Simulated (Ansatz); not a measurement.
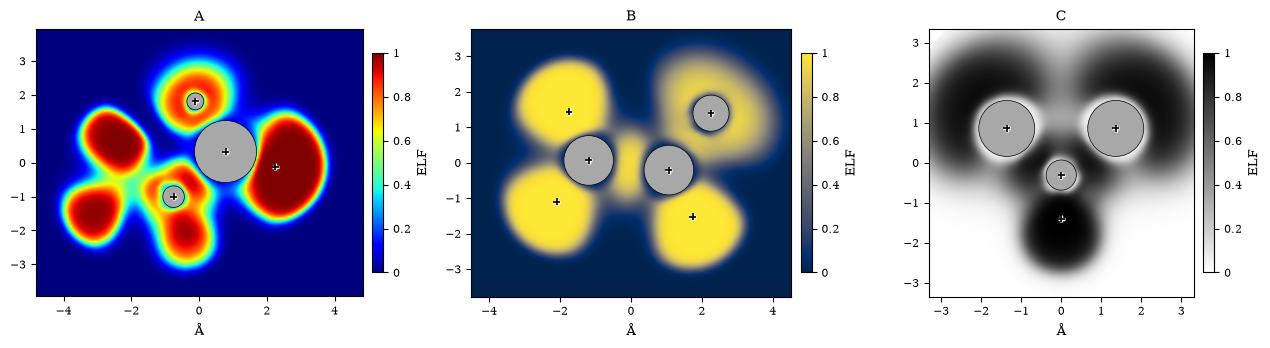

The electron localisation function of 3 systems, each on a plane through atoms (crosses mark nuclei in the plane; grey discs cover the cores).

Method: isolated molecule in a Gaussian basis; Kohn-Sham density functional theory, functional PBE0 (Ansatz).

System 1: CH6FGaN (SMILES C[NH2+][GaH][F]) (charge +1), the plane of atoms F2, Ga3 and N4. Geometry: B3LYP-D3(BJ)/def2-SVP.

| atom | x (Å) | y (Å) | z (Å) |
| --- | --- | --- | --- |
| C | -1.5748 | 0.3944 | -0.8923 |
| F | 0.9804 | 1.0193 | -2.4861 |
| Ga | 0.9860 | -0.6408 | -2.0051 |
| N | -0.4854 | -0.6056 | -0.6073 |
| H | -1.1203 | 1.3823 | -1.0307 |
| H | -2.2885 | 0.4132 | -0.0584 |
| H | -2.0946 | 0.1039 | -1.8145 |
| H | -0.0569 | -0.3800 | 0.3014 |
| H | -0.8905 | -1.5412 | -0.4746 |
| H | 1.7453 | -1.9227 | -2.3583 |

System 2: CHSi2 (charge −1, triplet), the molecular plane. Geometry: PBE0-D4/def2-TZVPD; ⟨S²⟩ = 2.06, above the pure value of 2.00; the highest occupied orbital lies above zero, a sign that basis and functional describe the outermost electron poorly.

```xyz
4

C     0.2261    0.1574    0.2077
Si    1.8489   -0.2174   -0.4534
Si    0.2259    1.9307   -0.0506
H    -0.5330   -0.4968    0.6377
```

System 3: Cl2H3Si2 (charge +1), the plane of atoms Si4, Si3 and H5. Geometry: PBE0-D3(BJ)/def2-SVP.

```xyz
7

Cl   -1.9109    1.9688    2.2905
Cl   -2.7293   -0.2104   -0.3427
Si   -1.6378    1.6757    0.3300
Si   -0.4849   -0.1542   -0.3828
H    -2.1266    2.7455   -0.5634
H    -0.0715   -0.2767   -1.7981
H    -0.0075   -1.1334    0.6179
```

### Which map belongs to which system?

Panel A is system 1, CH6FGaN: the plane holds F, Ga, N and H. Ga–F (1.73 Å): the ELF peaks at about 0.85 in the valence shell of F, 0.5 Å from its nucleus, and is about 0.20 at the midpoint. Panel B is system 3, Cl2H3Si2: the plane holds Cl, Si and H. Si–Cl (2.00 Å): the ELF peaks at about 0.85 between the atoms, as expected for a shared but strongly polarised pair. Panel C is system 2, CHSi2: the plane holds C, Si and H. C–Si (1.79 Å): the ELF peaks at about 0.90 between the atoms, as expected for a covalent bond.
